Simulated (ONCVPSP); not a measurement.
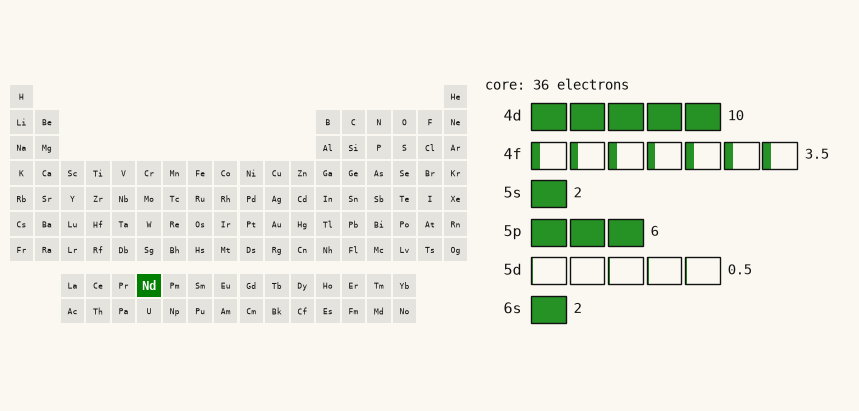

Fig. 1: Left, the place of neodymium in the periodic table; right, the valence shells of the reference configuration: a box for each of the 2l + 1 orbitals, shaded by the share of the shell that is filled, with the electron count at the right. The shells are those of the unaltered input.

# Run report: Nd, pseudopotential generation (part 1 of 2)

Neodymium (Nd, Z = 60), core [Kr], reference valence 4d10 4f3.5 5s2 5p6 5d0.5 6s2, valence charge 24. (This line and the method describe the unaltered input from which the odd one was made.) Computed at this level: ONCV potential, PBE, fully relativistic, made with ONCVPSP 4.0.1.

## Input
```
# ATOM AND REFERENCE CONFIGURATION
# atsym  z   nc   nv     iexc    psfile
  Nd 60.00    8    6        4      upf
#
#   n    l    f
    1    0    2.00
    2    0    2.00
    2    1    6.00
    3    0    2.00
    3    1    6.00
    3    2   10.00
    4    0    2.00
    4    1    6.00
    4    2   10.00
    4    3    3.50
    5    0    2.00
    5    1    6.00
    5    2    0.50
    6    0    2.00
#
# PSEUDOPOTENTIAL AND OPTIMIZATION
# lmax
    3
#
#   l,   rc,      ep,       ncon, nbas, qcut
    0    2.85    0.00    4    7    3.40
    1    2.25    0.00    3    8    6.90
    2    1.10    0.00    4    8    0.30
    3    1.60    0.00    4    9    9.70
#
# LOCAL POTENTIAL
# lloc, lpopt,  rc(5),   dvloc0
    4    5    1.00    6.00
#
# VANDERBILT-KLEINMAN-BYLANDER PROJECTORs
# l, nproj, debl
    0    2    2.10
    1    2    2.00
    2    3    1.10
    3    2    2.70
#
# MODEL CORE CHARGE
# icmod, fcfact, rcfact
    1    0.45    0.00
#
# LOG DERIVATIVE ANALYSIS
# epsh1, epsh2, depsh
   -6.00    5.00    0.04
#
# OUTPUT GRID
# rlmax, drl
    6.00    0.01
#
# TEST CONFIGURATIONS
# ncnf
    4
# nvcnf
#   n    l    f
    6
    4    2   10.00
    4    3    4.00
    5    0    2.00
    5    1    6.00
    5    2    0.00
    6    0    2.00
#
    6
    4    2   10.00
    4    3    4.00
    5    0    2.00
    5    1    6.00
    5    2    0.00
    6    0    1.00
#
    6
    4    2   10.00
    4    3    4.00
    5    0    2.00
    5    1    6.00
    5    2    0.00
    6    0    0.00
#
    6
    4    2   10.00
    4    3    4.00
    5    0    1.00
    5    1    6.00
    5    2    0.00
    6    0    2.00
#
```

Run as:
```bash
oncvpspr.x < Nd.dat > Nd.out
```

## Output (extracts)
```
ONCVPSP  (Optimized Norm-Conservinng Vanderbilt PSeudopotential)
relativistic version 4.0.1

#   n    l    f        energy (Ha)
    1    0    2.00    -1.5936746D+03
    2    0    2.00    -2.5774358D+02
    2    1    6.00    -2.2471692D+02    -2.4382874D+02
    3    0    2.00    -5.6020669D+01
    3    1    6.00    -4.6267568D+01    -5.0082544D+01
    3    2   10.00    -3.5109439D+01    -3.5933893D+01
    4    0    2.00    -1.1234776D+01
    4    1    6.00    -8.1639841D+00    -8.9931083D+00
    4    2   10.00    -4.3335445D+00    -4.4804055D+00
    4    3    3.50    -1.4580677D-01    -1.6156528D-01
    5    0    2.00    -1.5429124D+00
    5    1    6.00    -8.2369355D-01    -9.3843421D-01
    5    2    0.50    -8.5804828D-02    -9.3017097D-02
    6    0    2.00    -1.3600190D-01

Reference configufation results
  iterations    31
  all-electron total energy (Ha)   -9.62986137D+03

Begin loop to  construct optimized pseudo wave functions
and semi-local pseudopoentials for all angular momenta

Calculating optimized projector #   1

 for l=   0

    Fraction of norm inside rc  0.989442
    Optimizing pswf for qcut=   3.41 a_B^-1,  ecut=   5.80 Ha
    Residual kinetic energy error=  1.00D-05 Ha

    Energy error per electron        Cutoff
         Ha          eV             Ha
         0.01000     0.27211        2.41
         0.00100     0.02721        3.31
         0.00010     0.00272        4.00
         0.00001     0.00027        5.96

Calculating optimized projector #   2

 for l=   0

    Fraction of norm inside rc  0.143923
    Optimizing pswf for qcut=   3.41 a_B^-1,  ecut=   5.80 Ha
    Residual kinetic energy error=  1.36D-04 Ha

    Energy error per electron        Cutoff
         Ha          eV             Ha
         0.01000     0.27211        1.90
         0.00100     0.02721        2.83
         0.00010     0.00272        6.61
         0.00001     0.00027       18.93

   Wellstate for l =  1  n =  7 kap= -2
     eigenvalue =   1.1763
     asymptotic potential =   1.6763
     half-point radius =  4.6951

Calculating optimized projector #   1

 for l=   1

    Fraction of norm inside rc  0.820216
    Optimizing pswf for qcut=   6.89 a_B^-1,  ecut=  23.74 Ha
    Residual kinetic energy error=  2.79D-08 Ha

    Energy error per electron        Cutoff
         Ha          eV             Ha
         0.01000     0.27211        8.47
         0.00100     0.02721       13.21
         0.00010     0.00272       16.38
         0.00001     0.00027       18.84

Calculating optimized projector #   2

 for l=   1

    Fraction of norm inside rc  0.113228
    Optimizing pswf for qcut=   6.89 a_B^-1,  ecut=  23.74 Ha
    Residual kinetic energy error=  9.51D-08 Ha

    Energy error per electron        Cutoff
         Ha          eV             Ha
         0.01000     0.27211        8.16
         0.00100     0.02721       13.75
         0.00010     0.00272       17.20
         0.00001     0.00027       19.72

   Wellstate for l =  1  n =  7 kap=  1
     eigenvalue =   1.0616

Calculating optimized projector #   1

 for l=   1

    Fraction of norm inside rc  0.859859
    Optimizing pswf for qcut=   6.89 a_B^-1,  ecut=  23.74 Ha
    Residual kinetic energy error=  2.96D-08 Ha

    Energy error per electron        Cutoff
         Ha          eV             Ha
         0.01000     0.27211        5.71
         0.00100     0.02721       12.94
         0.00010     0.00272       16.25
         0.00001     0.00027       18.78

Calculating optimized projector #   2

 for l=   1

    Fraction of norm inside rc  0.122423
    Optimizing pswf for qcut=   6.89 a_B^-1,  ecut=  23.74 Ha
    Residual kinetic energy error=  1.11D-07 Ha

    Energy error per electron        Cutoff
         Ha          eV             Ha
         0.01000     0.27211        5.50
         0.00100     0.02721       13.53
         0.00010     0.00272       17.14
         0.00001     0.00027       19.74

   Wellstate for l =  2  n =  6 kap= -3
     eigenvalue =   1.0142
     asymptotic potential =   1.5142
     half-point radius =  3.9012

Calculating optimized projector #   1

 for l=   2

    Fraction of norm inside rc  0.914986
    Optimizing pswf for qcut=   0.30 a_B^-1,  ecut=   0.05 Ha
    Residual kinetic energy error=  9.99D+00 Ha

    Energy error per electron        Cutoff
         Ha          eV             Ha
         0.01000     0.27211      191.81
         0.00100     0.02721      227.43
         0.00010     0.00272      332.46

Calculating optimized projector #   2

 for l=   2

    Fraction of norm inside rc  0.025457
    Optimizing pswf for qcut=   0.30 a_B^-1,  ecut=   0.05 Ha
    Residual kinetic energy error=  1.19D+00 Ha

    Energy error per electron        Cutoff
         Ha          eV             Ha
         0.01000     0.27211       36.51
         0.00100     0.02721      110.04
         0.00010     0.00272      248.22
         0.00001     0.00027      314.28

Calculating optimized projector #   3

 for l=   2

    Fraction of norm inside rc  0.030671
    Optimizing pswf for qcut=   0.30 a_B^-1,  ecut=   0.05 Ha
    Residual kinetic energy error=  1.52D+00 Ha

    Energy error per electron        Cutoff
         Ha          eV             Ha
         0.01000     0.27211       38.44
         0.00100     0.02721       82.41
         0.00010     0.00272      227.14
         0.00001     0.00027      332.84

   Wellstate for l =  2  n =  6 kap=  2
     eigenvalue =   1.0070

Calculating optimized projector #   1

 for l=   2

    Fraction of norm inside rc  0.921293
    Optimizing pswf for qcut=   0.30 a_B^-1,  ecut=   0.05 Ha
    Residual kinetic energy error=  1.02D+01 Ha

    Energy error per electron        Cutoff
         Ha          eV             Ha
         0.01000     0.27211      192.58
         0.00100     0.02721      236.88
         0.00010     0.00272      334.69

Calculating optimized projector #   2

 for l=   2

    Fraction of norm inside rc  0.027223
    Optimizing pswf for qcut=   0.30 a_B^-1,  ecut=   0.05 Ha
    Residual kinetic energy error=  1.26D+00 Ha

    Energy error per electron        Cutoff
         Ha          eV             Ha
         0.01000     0.27211       37.46
         0.00100     0.02721      110.91
         0.00010     0.00272      248.15
         0.00001     0.00027      315.11

Calculating optimized projector #   3

 for l=   2

    Fraction of norm inside rc  0.031356
    Optimizing pswf for qcut=   0.30 a_B^-1,  ecut=   0.05 Ha
    Residual kinetic energy error=  1.54D+00 Ha

    Energy error per electron        Cutoff
         Ha          eV             Ha
         0.01000     0.27211       38.99
         0.00100     0.02721       82.90
         0.00010     0.00272      221.94
         0.00001     0.00027      331.54

   Wellstate for l =  3  n =  6 kap= -4
     eigenvalue =   2.5542
     asymptotic potential =   3.0542
     half-point radius =  3.3094

Calculating optimized projector #   1

 for l=   3

    Fraction of norm inside rc  0.847079
    Optimizing pswf for qcut=   9.69 a_B^-1,  ecut=  46.95 Ha
    Residual kinetic energy error=  1.95D-04 Ha

    Energy error per electron        Cutoff
         Ha          eV             Ha
         0.01000     0.27211       38.33
         0.00100     0.02721       43.28
         0.00010     0.00272       66.76
         0.00001     0.00027      144.72

Calculating optimized projector #   2

 for l=   3

    Fraction of norm inside rc  0.140697
    Optimizing pswf for qcut=   9.69 a_B^-1,  ecut=  46.95 Ha
    Residual kinetic energy error=  1.22D-03 Ha

    Energy error per electron        Cutoff
         Ha          eV             Ha
         0.01000     0.27211       40.81
         0.00100     0.02721       48.56
         0.00010     0.00272      149.02
         0.00001     0.00027      174.73

   Wellstate for l =  3  n =  6 kap=  3
     eigenvalue =   2.5384

Calculating optimized projector #   1

 for l=   3

    Fraction of norm inside rc  0.853817
    Optimizing pswf for qcut=   9.69 a_B^-1,  ecut=  46.95 Ha
    Residual kinetic energy error=  2.01D-04 Ha

    Energy error per electron        Cutoff
         Ha          eV             Ha
         0.01000     0.27211       38.39
         0.00100     0.02721       43.33
         0.00010     0.00272       67.53
         0.00001     0.00027      142.78

Calculating optimized projector #   2

 for l=   3

    Fraction of norm inside rc  0.141727
    Optimizing pswf for qcut=   9.69 a_B^-1,  ecut=  46.95 Ha
    Residual kinetic energy error=  1.25D-03 Ha

    Energy error per electron        Cutoff
         Ha          eV             Ha
         0.01000     0.27211       40.87
         0.00100     0.02721       48.67
         0.00010     0.00272      149.77
         0.00001     0.00027      175.00

Construct Vanderbilt / Kleinmman-Bylander projectors

B matrix Hermiticity error, ll=  0  kap= -1
   1   2    9.7610D-05

  Orthonormal projector coefficients  1.0323E+01  9.2771E-01

B matrix Hermiticity error, ll=  1  kap= -2
   1   2   -1.7670D-04

  Orthonormal projector coefficients  8.9616E+00  9.2617E-01

B matrix Hermiticity error, ll=  1  kap=  1
   1   2   -1.9337D-04

  Orthonormal projector coefficients  8.8748E+00  9.6173E-01

B matrix Hermiticity error, ll=  2  kap= -3
   1   2    6.9731D-04
   1   3   -9.3056D-04
   2   3    4.5457D-05

  Orthonormal projector coefficients -2.2502E+02 -1.8393E+01 -7.9760E+00

B matrix Hermiticity error, ll=  2  kap=  2
   1   2    7.4761D-04
   1   3   -9.6402D-04
   2   3    4.7142D-05

  Orthonormal projector coefficients -2.2888E+02 -1.7906E+01 -8.1760E+00

B matrix Hermiticity error, ll=  3  kap= -4
   1   2   -3.9061D-04

  Orthonormal projector coefficients -8.7121E+00 -3.5113E+00

B matrix Hermiticity error, ll=  3  kap=  3
   1   2   -3.9604D-04

  Orthonormal projector coefficients -8.7572E+00 -3.5452E+00

 Orthonormal scalar projector coefficients, l =  1
  8.9255E+00  9.4259E-01  2.5540E-03  5.6680E-05

 Orthonormal spin-orbit projector coefficients, l =  1
  3.5525E-01 -3.4089E-01  2.1607E-02 -1.8617E-03

 Orthonormal scalar projector coefficients, l =  2
 -2.2645E+02 -1.8235E+01 -8.0633E+00 -6.9550E-02 -2.2553E-03 -1.3030E-05

 Orthonormal spin-orbit projector coefficients, l =  2
  4.8294E+00 -3.5967E+00  1.6457E-01  1.1341E-01 -8.0734E-02 -7.7037E-04

 Orthonormal scalar projector coefficients, l =  3
 -8.7314E+00 -3.5258E+00 -9.5586E-07 -2.3069E-07

 Orthonormal spin-orbit projector coefficients, l =  3
  1.3640E-02  9.1641E-03 -2.0235E-04 -2.9820E-05

Model core correction analysis
  based on d2Exc/dn_idn_j

d2excae - all-electron derivatives

   -2.526254D-02   -1.667424D-02   -5.442665D-03   -3.439214D-03
   -8.275974D-04   -4.721905D-04
   -1.667429D-02   -1.472382D-02   -1.038486D-02   -8.008253D-03
   -2.688496D-03   -7.908460D-04
   -5.442642D-03   -1.037606D-02   -1.958623D-02   -1.696118D-02
   -5.919541D-03   -1.051976D-03
   -3.439262D-03   -7.998258D-03   -1.698004D-02   -1.680625D-02
   -7.868554D-03   -1.180288D-03
   -8.278417D-04   -2.752852D-03   -6.078638D-03   -8.189971D-03
   -6.820700D-03   -1.462568D-03
   -4.724187D-04   -8.945490D-04   -1.233108D-03   -1.612143D-03
   -2.019952D-03   -8.074782D-04

d2excps - pseudofunction derivatives with no core correction

   -4.558481D-02   -2.482983D-02   -1.613432D-02   -5.289781D-03
   -1.491163D-03   -1.319007D-03
   -2.482989D-02   -2.680155D-02   -1.892060D-02   -1.345760D-02
   -3.534991D-03   -1.238501D-03
   -1.613469D-02   -1.890530D-02   -2.045676D-02   -1.887930D-02
   -6.982753D-03   -1.093119D-03
   -5.289858D-03   -1.343984D-02   -1.891227D-02   -2.297280D-02
   -1.069796D-02   -1.134756D-03
   -1.491623D-03   -3.648743D-03   -7.263871D-03   -1.126645D-02
   -9.264929D-03   -1.618052D-03
   -1.319437D-03   -1.421708D-03   -1.412968D-03   -1.897733D-03
   -2.601880D-03   -8.774431D-04

rms 2nd derivative error    5.795742E-03

Polynomial model core charge

d2excps - pseudofunction derivatives with core correction

   -3.266731D-02   -1.998433D-02   -1.190853D-02   -4.661966D-03
   -9.927173D-04   -9.214520D-04
   -1.998435D-02   -2.320660D-02   -1.692737D-02   -1.276852D-02
   -3.438151D-03   -1.076407D-03
   -1.190858D-02   -1.691200D-02   -1.841281D-02   -1.834725D-02
   -6.776141D-03   -9.163541D-04
   -4.662035D-03   -1.275074D-02   -1.838023D-02   -2.267327D-02
   -1.066581D-02   -1.099864D-03
   -9.931458D-04   -3.551906D-03   -7.057255D-03   -1.123428D-02
   -9.233113D-03   -1.598616D-03
   -9.218612D-04   -1.259602D-03   -1.236294D-03   -1.862826D-03
   -2.582424D-03   -8.612115D-04

rms 2nd derivative error    3.466747E-03

Pseudoatom total energy -253.515684

Diagnostic tests using Vanderbilt-Kleinman-Bylander pseudopotentials
  relativistic with J = L +/- 1/2 projectors

   l  kap   rcore       rmatch      e in        delta e    norm test   slope test

   0  -1   2.8649409   2.9519267  -1.5429124   0.0000006   1.0001538   1.0001416
   0  -1   2.8649409   2.9519267  -0.1360019   0.0000002   1.0000116   1.0000088

   1  -2   2.2552591   2.3237336  -0.8236936  -0.0000020   1.0000687   1.0000782
   1   1   2.2552591   2.3237336  -0.9384342  -0.0000002   1.0000786   1.0000796
   1  -2   2.2552591   2.3237336   1.1763065   0.0000297   1.0002232   1.0002232
   1   1   2.2552591   2.3237336   1.1440363   0.0000337   1.0002035   1.0002035

   2  -3   1.1001167   1.1335186  -4.3335445  -0.0000566   1.0003612   1.0004155
   2   2   1.1001167   1.1335186  -4.4804055  -0.0000265   1.0003913   1.0003921
   2  -3   1.1001167   1.1335186  -0.0858048   0.0000190   1.0001840   1.0001621
   2   2   1.1001167   1.1335186  -0.0930171   0.0000614   1.0003887   1.0003676
   2  -3   1.1001167   1.1335186   1.0141952   0.0001698   1.0006523   1.0006523
   2   2   1.1001167   1.1335186   1.0059842   0.0002196   1.0006407   1.0006407

   3  -4   1.6036572   1.6523477  -0.1458068  -0.0000052   1.0001707   1.0001948
   3   3   1.6036572   1.6523477  -0.1615653   0.0000055   1.0001961   1.0001460
   3  -4   1.6036572   1.6523477   2.5541932   0.0000848   1.0002093   1.0002093
   3   3   1.6036572   1.6523477   2.5506256   0.0000965   1.0002094   1.0002094

Diagnostic tests using Vanderbilt-Kleinman-Bylander pseudopotentials
  relativistic with scalar and spin-orbit non-local projectors

   l  kap   rcore       rmatch      e in        delta e    norm test   slope test

   0  -1   2.8649409   2.9519267  -1.5429124   0.0000006   1.0001538   1.0001416
   0  -1   2.8649409   2.9519267  -0.1360019   0.0000002   1.0000116   1.0000088

   1  -2   2.2552591   2.3237336  -0.8236936  -0.0002431   1.0001336   0.9998677
   1   1   2.2552591   2.3237336  -0.9384342  -0.0002387   1.0001334   0.9999137
   1  -2   2.2552591   2.3237336   1.1763065   0.0000045   1.0001870   1.0001870
   1   1   2.2552591   2.3237336   1.1440363   0.0000266   1.0001931   1.0001931

   2  -3   1.1001167   1.1335186  -4.3335445   0.0006017   1.0005561   1.0007256
   2   2   1.1001167   1.1335186  -4.4804055   0.0001634   1.0005741   1.0006067
   2  -3   1.1001167   1.1335186  -0.0858048   0.0000573   1.0006386   1.0002505
   2   2   1.1001167   1.1335186  -0.0930171   0.0001100   1.0008971   1.0004566
   2  -3   1.1001167   1.1335186   1.0141952   0.0026634   1.0001365   1.0001365
   2   2   1.1001167   1.1335186   1.0059842   0.0030470   1.0000991   1.0000991

   3  -4   1.6036572   1.6523477  -0.1458068  -0.0000052   1.0001707   1.0001948
   3   3   1.6036572   1.6523477  -0.1615653   0.0000055   1.0001961   1.0001460
   3  -4   1.6036572   1.6523477   2.5541932   0.0000849   1.0002093   1.0002093
   3   3   1.6036572   1.6523477   2.5506256   0.0000965   1.0002094   1.0002094

Ghost test for J = L + 1/2

 Testing for bound ghosts
   n   l    E NL Schr. Eq   E Basis Diag.   E Cutoff

       0                       -2.892333     23.37  WARNING - GHOST(-)
   1   0       -1.542912       -1.542598     23.37
   2   0       -0.136002       -0.129782     23.37

   2   1       -0.823696       -0.823672     59.71

       2                      -22.632983    367.77  WARNING - GHOST(-)
   3   2       -4.333601       -4.333467    367.77
   4   2       -0.085786        0.194039    367.77

   4   3       -0.145812       -0.144419    192.06

 Testing for highly-localized positive-energy ghosts
       l    <radius>/rc     E Basis Diag.   E Cutoff

       1        0.388880        3.539627     59.71  WARNING - GHOST(+)

Ghost test for J = L - 1/2

 Testing for bound ghosts
   n   l    E NL Schr. Eq   E Basis Diag.   E Cutoff

       0                       -2.892333     23.37  WARNING - GHOST(-)
   1   0       -1.542912       -1.542598     23.37
   2   0       -0.136002       -0.129782     23.37

   2   1       -0.938434       -0.938418     59.71

       2                      -26.852664    367.77  WARNING - GHOST(-)
   3   2       -4.480432       -4.480289    367.77
   4   2       -0.092956        0.173411    367.77

   4   3       -0.161560       -0.160333    192.06

 Testing for highly-localized positive-energy ghosts
       l    <radius>/rc     E Basis Diag.   E Cutoff

       1        0.945327        4.262513     59.71  WARNING - GHOST(+)

Test configuration 0
```

(Continued in part 2.) Outcome of the run: generated, with a ghost state; the input is odd on purpose.
